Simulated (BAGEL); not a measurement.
# C4H7NO (2-methyloxazoline) at 3 levels

Aim: a comparison of 3 runs (HF/STO-3G, HF/6-31G*, HF/cc-pVDZ) of C4H7NO (2-methyloxazoline). 

Program for the calculation: BAGEL 1.2.2.

### 1 Starting point

The species is C4H7NO (13 atoms), meant as a singlet with charge 0. As SMILES, `CC1=NCCO1`. The C4–H11 distance was set to 1.640 Å, away from the relaxed value. At this shape a bond of the SMILES string is far longer than usual.

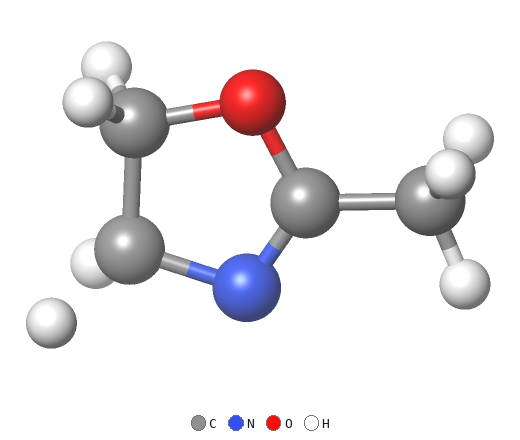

Viewed from a chosen angle; carbon grey, nitrogen blue, oxygen red, hydrogen white.

### 2 A single-point energy at HF/STO-3G (density fitting with cc-pvqz-jkfit) (run 1)

input.json reads:

```json
{ "bagel" : [

{
  "title" : "molecule",
  "basis" : "sto-3g",
  "df_basis" : "cc-pvqz-jkfit",
  "angstrom" : true,
  "geometry" : [
    { "atom" : "C", "xyz" : [      -1.330375,      -0.624605,       1.950025 ] },
    { "atom" : "C", "xyz" : [      -0.348065,      -0.152445,       0.948565 ] },
    { "atom" : "N", "xyz" : [       0.553525,      -0.843985,       0.393545 ] },
    { "atom" : "C", "xyz" : [       1.268635,       0.046285,      -0.512285 ] },
    { "atom" : "C", "xyz" : [       0.572815,       1.409505,      -0.352645 ] },
    { "atom" : "O", "xyz" : [      -0.454835,       1.158565,       0.616645 ] },
    { "atom" : "H", "xyz" : [      -1.167645,      -1.680375,       2.151695 ] },
    { "atom" : "H", "xyz" : [      -2.346515,      -0.470875,       1.580035 ] },
    { "atom" : "H", "xyz" : [      -1.228775,      -0.051355,       2.874205 ] },
    { "atom" : "H", "xyz" : [       2.327035,       0.081375,      -0.240615 ] },
    { "atom" : "H", "xyz" : [       1.180300,      -0.529250,      -2.045330 ] },
    { "atom" : "H", "xyz" : [       0.099495,       1.768155,      -1.268665 ] },
    { "atom" : "H", "xyz" : [       1.227735,       2.191165,       0.036985 ] }
  ]
},

{ "title" : "hf" },

{ "title" : "print", "file" : "orbitals.molden", "orbitals" : true }

]}
```

Command:

```bash
$ BAGEL_NUM_THREADS=1 BAGEL input.json > input.out
```

The log of the run:

```text
* using 1 threads per process

  ===============================================================
  ===============================================================

  *** Geometry ***

  { "atom" : "C", "xyz" : [     -2.514044,     -1.180332,      3.685013 ] },
  { "atom" : "C", "xyz" : [     -0.657748,     -0.288079,      1.792528 ] },
  { "atom" : "N", "xyz" : [      1.046011,     -1.594901,      0.743692 ] },
[... 9 lines of this table left out ...]
  { "atom" : "H", "xyz" : [      2.320083,      4.140702,      0.069892 ] },

  Number of auxiliary basis functions:      993

  Since a DF basis is specified, we compute 2- and 3-index integrals:
    o Being stored without compression. Storage requirement is 0.011 GB

  Number of basis functions:       37
  Number of electrons      :       46

    * METHOD: MOLECULE                             0.97

  *** RHF ***

  === Nuclear Repulsion ===
   240.3559372782

      * DIIS with orbital gradients will be used.

  === RHF iteration (sto-3g) ===
      0       -281.02738661          0.01819268           0.07
      1       -281.14521732          0.00836938           0.07
      2       -281.16918693          0.00149619           0.07
[... 10 lines of this table left out ...]
     13       -281.17103760          0.00000001           0.07
    * SCF iteration converged.

    * Permanent dipole moment:
           (    0.053726,    -0.498651,     0.003882) a.u.

    * METHOD: HF                                   1.14

    * METHOD: PRINT                                0.00

  ===============================================================
```

Wall time 2.3 s (1 thread of Arm Neoverse V2, shared host); peak memory 0.11 GiB.

### 3 The energy at HF/6-31G(d) (density fitting with cc-pvqz-jkfit, spherical functions) (run 2)

job.json reads:

```json
{ "bagel" : [

{
  "title" : "molecule",
  "basis" : "6-31gs.json",
  "df_basis" : "cc-pvqz-jkfit",
  "angstrom" : true,
  "geometry" : [
    { "atom" : "C", "xyz" : [      -1.330375,      -0.624605,       1.950025 ] },
    { "atom" : "C", "xyz" : [      -0.348065,      -0.152445,       0.948565 ] },
    { "atom" : "N", "xyz" : [       0.553525,      -0.843985,       0.393545 ] },
    { "atom" : "C", "xyz" : [       1.268635,       0.046285,      -0.512285 ] },
    { "atom" : "C", "xyz" : [       0.572815,       1.409505,      -0.352645 ] },
    { "atom" : "O", "xyz" : [      -0.454835,       1.158565,       0.616645 ] },
    { "atom" : "H", "xyz" : [      -1.167645,      -1.680375,       2.151695 ] },
    { "atom" : "H", "xyz" : [      -2.346515,      -0.470875,       1.580035 ] },
    { "atom" : "H", "xyz" : [      -1.228775,      -0.051355,       2.874205 ] },
    { "atom" : "H", "xyz" : [       2.327035,       0.081375,      -0.240615 ] },
    { "atom" : "H", "xyz" : [       1.180300,      -0.529250,      -2.045330 ] },
    { "atom" : "H", "xyz" : [       0.099495,       1.768155,      -1.268665 ] },
    { "atom" : "H", "xyz" : [       1.227735,       2.191165,       0.036985 ] }
  ]
},

{
  "title" : "hf"
},

{
  "title" : "print",
  "file" : "orbitals.molden",
  "orbitals" : true
}

]}
```

The basis set 6-31G* is read from a file made from the Basis Set Exchange's data (not shown).

Command:

```bash
$ BAGEL_NUM_THREADS=1 BAGEL job.json > job.out
```

The log of the run:

```text
* using 1 threads per process

  ===============================================================
  ===============================================================

  *** Geometry ***

  { "atom" : "C", "xyz" : [     -2.514044,     -1.180332,      3.685013 ] },
  { "atom" : "C", "xyz" : [     -0.657748,     -0.288079,      1.792528 ] },
  { "atom" : "N", "xyz" : [      1.046011,     -1.594901,      0.743692 ] },
[... 9 lines of this table left out ...]
  { "atom" : "H", "xyz" : [      2.320083,      4.140702,      0.069892 ] },

  Number of auxiliary basis functions:      993

  Since a DF basis is specified, we compute 2- and 3-index integrals:
    o Being stored without compression. Storage requirement is 0.076 GB

  Number of basis functions:       98
  Number of electrons      :       46

    * METHOD: MOLECULE                             1.17

  *** RHF ***

  === Nuclear Repulsion ===
   240.3559372782

      * DIIS with orbital gradients will be used.

  === RHF iteration (6-31gs.json) ===
      0       -284.54305285          0.01633495           0.21
      1       -284.71238710          0.00917004           0.21
      2       -284.76277022          0.00176563           0.21
[... 12 lines of this table left out ...]
     15       -284.76608255          0.00000001           0.21
    * SCF iteration converged.

    * Permanent dipole moment:
           (    0.092503,    -0.670682,    -0.207762) a.u.

    * METHOD: HF                                   3.75

    * METHOD: PRINT                                0.02

  ===============================================================
```

Run time: 5.1 s. Hardware: 1 thread of Arm Neoverse V2, shared host; peak memory 0.26 GiB.

### 4 A single-point energy at HF/cc-pVDZ (density fitting with cc-pvqz-jkfit) (run 3)

input.json reads:

```json
{ "bagel" : [

{
  "title" : "molecule",
  "basis" : "cc-pvdz.json",
  "df_basis" : "cc-pvqz-jkfit",
  "angstrom" : "true",
  "geometry" : [
    { "atom" : "C", "xyz" : [   -1.330375,   -0.624605,    1.950025 ] },
    { "atom" : "C", "xyz" : [   -0.348065,   -0.152445,    0.948565 ] },
    { "atom" : "N", "xyz" : [    0.553525,   -0.843985,    0.393545 ] },
    { "atom" : "C", "xyz" : [    1.268635,    0.046285,   -0.512285 ] },
    { "atom" : "C", "xyz" : [    0.572815,    1.409505,   -0.352645 ] },
    { "atom" : "O", "xyz" : [   -0.454835,    1.158565,    0.616645 ] },
    { "atom" : "H", "xyz" : [   -1.167645,   -1.680375,    2.151695 ] },
    { "atom" : "H", "xyz" : [   -2.346515,   -0.470875,    1.580035 ] },
    { "atom" : "H", "xyz" : [   -1.228775,   -0.051355,    2.874205 ] },
    { "atom" : "H", "xyz" : [    2.327035,    0.081375,   -0.240615 ] },
    { "atom" : "H", "xyz" : [    1.180300,   -0.529250,   -2.045330 ] },
    { "atom" : "H", "xyz" : [    0.099495,    1.768155,   -1.268665 ] },
    { "atom" : "H", "xyz" : [    1.227735,    2.191165,    0.036985 ] }
  ]
},
{ "title" : "hf" },
{ "title" : "print", "file" : "orbitals.molden", "orbitals" : "true" }

]}
```

The basis set cc-pVDZ is read from a file made from the Basis Set Exchange's data (not shown).

Command:

```bash
$ BAGEL_NUM_THREADS=1 BAGEL input.json > input.out
```

The log of the run:

```text
* using 1 threads per process

  ===============================================================
  ===============================================================

  *** Geometry ***

  { "atom" : "C", "xyz" : [     -2.514044,     -1.180332,      3.685013 ] },
  { "atom" : "C", "xyz" : [     -0.657748,     -0.288079,      1.792528 ] },
  { "atom" : "N", "xyz" : [      1.046011,     -1.594901,      0.743692 ] },
[... 9 lines of this table left out ...]
  { "atom" : "H", "xyz" : [      2.320083,      4.140702,      0.069892 ] },

  Number of auxiliary basis functions:      993

  Since a DF basis is specified, we compute 2- and 3-index integrals:
    o Being stored without compression. Storage requirement is 0.112 GB

  Number of basis functions:      119
  Number of electrons      :       46

    * METHOD: MOLECULE                             1.24

  *** RHF ***

  === Nuclear Repulsion ===
   240.3559372782

      * DIIS with orbital gradients will be used.

  === RHF iteration (cc-pvdz.json) ===
      0       -284.55970600          0.01137414           0.27
      1       -284.74321657          0.00637200           0.27
      2       -284.78734066          0.00147028           0.27
[... 12 lines of this table left out ...]
     15       -284.79116344          0.00000001           0.27
    * SCF iteration converged.

    * Permanent dipole moment:
           (    0.118306,    -0.645931,    -0.248558) a.u.

    * METHOD: HF                                   4.76

    * METHOD: PRINT                                0.02

  ===============================================================
```

Run time: 6.3 s. Hardware: 1 thread of Arm Neoverse V2, shared host; peak memory 0.32 GiB.

### 5 Overview of the runs

| run | level | energy (Eh) | dipole moment (D) | HOMO energy (eV) | LUMO energy (eV) | wall time |
| --- | --- | --- | --- | --- | --- | --- |
| 1 | HF/STO-3G (density fitting with cc-pvqz-jkfit) | -281.171038 | 1.27 | -7.52 | 7.37 | 2.3 s |
| 2 | HF/6-31G* (density fitting with cc-pvqz-jkfit, spherical functions) | -284.766083 | 1.80 | -9.63 | 3.76 | 5.1 s |
| 3 | HF/cc-pVDZ (density fitting with cc-pvqz-jkfit) | -284.791163 | 1.78 | -9.63 | 3.41 | 6.3 s |

### 6 What came out

| quantity | value |
| --- | --- |
| run 3: total energy | -284.79116 Eh |
| run 3: dipole moment | 1.78 D |
| run 3: HOMO energy | -9.63 eV |
| run 3: LUMO energy | 3.41 eV |
| run 3: HOMO–LUMO gap | 13.05 eV |

In words: The dipole moment (its size) runs from 1.27 D (HF/STO-3G) to 1.80 D (HF/6-31G*). The HOMO–LUMO gap runs from 13.05 eV (HF/cc-pVDZ) to 14.89 eV (HF/STO-3G). In run 1 the basis is minimal, so the values are rough. All runs together took 14 s, the longest 6.3 s.
